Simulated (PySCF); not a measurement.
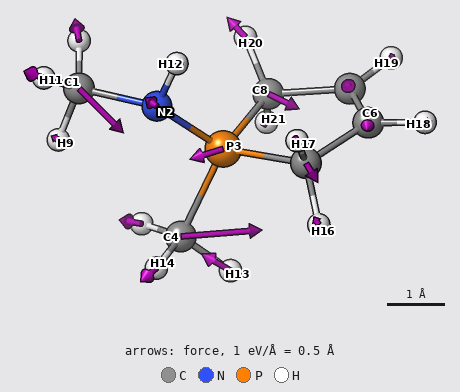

Starting geometry of C6H13NP (charge +1) with the computed forces as purple arrows. Style: ball-and-stick. Shown face on.

The start comes from GFN2-xTB. Its atoms were then displaced at random by about 0.01 Å.

Computed with PBE0-D3(BJ)/def2-SVP geometry optimisation, gas phase (PySCF). 

### What follows when this structure is relaxed?

It isn't relaxed: the largest force vector, on a C atom, is 2.93 eV/Å. The final displacements have little in common with the starting forces (cosine between the two patterns 0.04). After 17 geometry steps the energy has fallen by 0.225 eV. The largest moves after the best rigid fit, 0.55 Å, are those of H atoms. By element the largest moves are H 0.55 Å, C 0.27 Å, P 0.12 Å, N 0.12 Å. Among the contacts that change: C–H 1.145 → 1.100 Å, C–P 1.825 → 1.790 Å, C–H 1.070 → 1.099 Å, C–N 1.488 → 1.459 Å. Among the angles between lasting bonds that change: C–C–H 109.1° → 113.8°, H–C–H 114.1° → 109.5°, C–N–H 110.9° → 114.7°. Groups turn about C–P by about 20°, C–P by about 20°. The run took 4.5 min on 1 thread of Intel(R) Xeon(R) Platinum 8488C, on a shared host.
